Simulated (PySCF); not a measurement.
**What a change does: NMR shielding calculation on C4H9FOSi**

System: C4H9FOSi.
Method of the first run: GIAO PBE0/pcSseg-1 NMR shielding, non-relativistic, gas phase (PySCF 2.14.0).

The geometry comes from this level: PBE0-D3(BJ)/def2-SVP. Text and figures count atoms from 1; the logs count them from 0 in places.

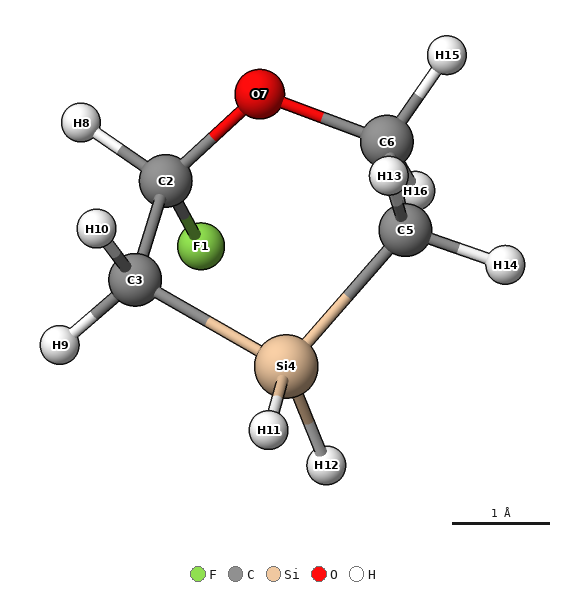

Figure 1. The structure (ball-and-stick view, seen at a tilt; atoms are numbered from 1 in the order of the input). Bond lengths as drawn: C–C 1.52 to 1.53 Å, C–F 1.38 Å, C–H 1.10 Å, C–O 1.38 to 1.42 Å, C–Si 1.89 Å and H–Si 1.49 Å.

**Input file, the first run**
```
{"job": {"kind": "nmr", "xc": "PBE0", "basis": "pcSseg-1"}, "charge": 0, "multiplicity": 1}
F     -0.969378     0.888443    -1.886441
C     -1.063467     1.311939    -0.573370
C     -1.662329     0.175500     0.242436
Si    -0.446495    -1.268590     0.351304
C      1.187015    -0.363886     0.628475
C      1.262881     0.862330    -0.278319
O      0.165136     1.750052    -0.133617
H     -1.711794     2.204050    -0.568948
H     -2.635789    -0.109181    -0.185173
H     -1.844269     0.547029     1.264167
H     -0.792105    -2.178599     1.485899
H     -0.413428    -2.066313    -0.911495
H      1.234263    -0.046300     1.684134
H      2.056426    -1.016226     0.446518
H      2.146670     1.472209    -0.040181
H      1.349756     0.557456    -1.335523
```

The first line tells a small driver script what to run in PySCF; the rest is the geometry in Å.

Command:
```bash
OMP_NUM_THREADS=1 python <driver script> task.json out
```

Hardware: 1 CPU thread, shared host.

**Output (the first run)**
```
coarse grid: 13720 points
cycle   1  E = -621.7193776980  dE =  7.993e-01  |g| = 7.308e-01  |ddm| = 3.478e+00
cycle   2  E = -621.6583777062  dE =  6.100e-02  |g| = 9.652e-01  |ddm| = 1.131e+00
cycle   3  E = -621.8155461142  dE = -1.572e-01  |g| = 7.479e-02  |ddm| = 6.848e-01
cycle   4  E = -621.8163663190  dE = -8.202e-04  |g| = 3.545e-02  |ddm| = 7.204e-02
cycle   5  E = -621.8166376768  dE = -2.714e-04  |g| = 6.906e-03  |ddm| = 3.140e-02
cycle   6  E = -621.8166452707  dE = -7.594e-06  |g| = 2.821e-03  |ddm| = 6.715e-03
final grid: 127920 points
cycle   7  E = -621.8749123593  dE = -2.979e-05  |g| = 1.234e-02  |ddm| = 2.676e-02
cycle   8  E = -621.8748796769  dE =  3.268e-05  |g| = 1.833e-02  |ddm| = 1.886e-02
cycle   9  E = -621.8749402423  dE = -6.057e-05  |g| = 9.894e-04  |ddm| = 1.186e-02
cycle  10  E = -621.8749404364  dE = -1.941e-07  |g| = 3.143e-04  |ddm| = 1.105e-03
cycle  11  E = -621.8749404564  dE = -2.001e-08  |g| = 8.427e-05  |ddm| = 3.290e-04
cycle  12  E = -621.8749404574  dE = -9.450e-10  |g| = 2.913e-05  |ddm| = 6.273e-05
converged SCF energy = -621.8749404574

GIAO shielding tensors (ppm)
atom      isotropic    diamagn.    paramagn.     s11        s22        s33       span
  0 F      325.188     476.859    -151.671    250.678    358.198    366.689    116.011
  1 C       75.899     240.813    -164.914     51.590     74.078    102.029     50.439
  2 C      169.186     254.128     -84.943    145.002    173.066    189.489     44.487
  3 Si     402.179     879.481    -477.301    374.239    406.357    425.942     51.703
  4 C      176.154     253.155     -77.000    156.037    185.490    186.937     30.900
  5 C      125.761     244.197    -118.436     93.131    119.064    165.089     71.958
  6 O      243.493     396.792    -153.299    181.127    237.065    312.287    131.160
  7 H       25.433      27.860      -2.427     22.839     23.299     30.162      7.323
  8 H       30.229      29.508       0.721     26.528     27.553     36.606     10.078
  9 H       30.372      30.692      -0.320     27.197     27.520     36.399      9.202
 10 H       27.179      28.305      -1.125     24.112     24.504     32.921      8.809
 11 H       26.894      28.482      -1.588     24.125     24.836     31.720      7.595
 12 H       30.178      30.539      -0.361     26.500     27.764     36.271      9.771
 13 H       30.759      29.845       0.914     26.711     27.377     38.190     11.479
 14 H       27.354      28.600      -1.246     21.738     26.946     33.377     11.638
 15 H       27.111      29.979      -2.868     22.866     26.959     31.508      8.642
```

For the second run the input was changed thus:
```diff
-"xc": "PBE0"
+"xc": "B3LYP"
+"pop": false
```

What does this change do to the results?

The total energies belong to different methods, so their difference says nothing on which is more stable or more accurate. The HOMO goes from −7.89 to −7.63 eV. The LUMO goes from 0.93 to 0.69 eV. Of all shieldings, the largest change is that of Si4, by −13.9 ppm. The functional changes from PBE0 to B3LYP. The SCF takes 13 iterations against 12.

**Output (the second run)**
```
coarse grid: 13720 points
cycle   1  E = -622.2043809443  dE =  7.689e-01  |g| = 8.104e-01  |ddm| = 3.497e+00
cycle   2  E = -622.0974717717  dE =  1.069e-01  |g| = 1.143e+00  |ddm| = 1.370e+00
cycle   3  E = -622.3209373164  dE = -2.235e-01  |g| = 9.523e-02  |ddm| = 8.741e-01
cycle   4  E = -622.3222958132  dE = -1.358e-03  |g| = 4.415e-02  |ddm| = 9.347e-02
cycle   5  E = -622.3227023329  dE = -4.065e-04  |g| = 9.189e-03  |ddm| = 3.840e-02
cycle   6  E = -622.3227150597  dE = -1.273e-05  |g| = 3.885e-03  |ddm| = 8.861e-03
cycle   7  E = -622.3227176198  dE = -2.560e-06  |g| = 6.187e-04  |ddm| = 2.865e-03
final grid: 127920 points
cycle   8  E = -622.3880063193  dE = -3.571e-05  |g| = 7.083e-03  |ddm| = 2.481e-02
cycle   9  E = -622.3879947469  dE =  1.157e-05  |g| = 1.057e-02  |ddm| = 1.238e-02
cycle  10  E = -622.3880166296  dE = -2.188e-05  |g| = 5.944e-04  |ddm| = 7.293e-03
cycle  11  E = -622.3880166836  dE = -5.405e-08  |g| = 2.265e-04  |ddm| = 7.024e-04
cycle  12  E = -622.3880166937  dE = -1.011e-08  |g| = 4.560e-05  |ddm| = 2.384e-04
cycle  13  E = -622.3880166941  dE = -4.034e-10  |g| = 1.598e-05  |ddm| = 5.148e-05
converged SCF energy = -622.3880166941

GIAO shielding tensors (ppm)
atom      isotropic    diamagn.    paramagn.     s11        s22        s33       span
  0 F      322.088     477.754    -155.666    248.858    354.182    363.223    114.365
  1 C       68.232     240.730    -172.498     43.791     66.849     94.056     50.265
  2 C      162.650     253.643     -90.994    138.368    166.189    183.392     45.024
  3 Si     388.239     879.685    -491.446    360.398    391.065    413.254     52.857
  4 C      169.533     252.464     -82.931    149.562    178.438    180.599     31.037
  5 C      118.962     243.878    -124.916     85.795    112.337    158.754     72.959
  6 O      235.977     397.939    -161.963    175.912    228.590    303.428    127.516
  7 H       25.496      27.792      -2.296     23.008     23.456     30.024      7.016
  8 H       30.346      29.602       0.744     26.839     27.900     36.298      9.459
  9 H       30.488      30.951      -0.462     27.547     27.795     36.123      8.576
 10 H       27.370      28.663      -1.293     24.396     24.769     32.943      8.547
 11 H       27.103      29.018      -1.915     24.407     25.117     31.786      7.379
 12 H       30.298      30.778      -0.480     26.833     28.065     35.996      9.163
 13 H       30.862      29.960       0.902     27.078     27.662     37.846     10.768
 14 H       27.456      28.619      -1.163     21.974     27.187     33.208     11.235
 15 H       27.160      30.307      -3.147     22.976     27.097     31.408      8.431
```

**The two runs side by side**

| quantity | the first run | the second run |
| --- | --- | --- |
| outcome | converged | converged |
| total energy (hartree) | −621.874940 | −622.388017 |
| HOMO (eV) | −7.89 | −7.63 |
| LUMO (eV) | 0.93 | 0.69 |
| dipole moment (D) | 1.44 | 1.44 |
| shielding of F1 (ppm) | 325.2 | 322.1 |
| shielding of C2 (ppm) | 75.9 | 68.2 |
| shielding of C3 (ppm) | 169.2 | 162.6 |
| shielding of Si4 (ppm) | 402.2 | 388.2 |
| shielding of C5 (ppm) | 176.2 | 169.5 |
| shielding of C6 (ppm) | 125.8 | 119.0 |
| shielding of O7 (ppm) | 243.5 | 236.0 |
| SCF iterations | 12 | 13 |
| basis functions | 171 | 171 |
| wall time (shared host) | 42 s | 38 s |
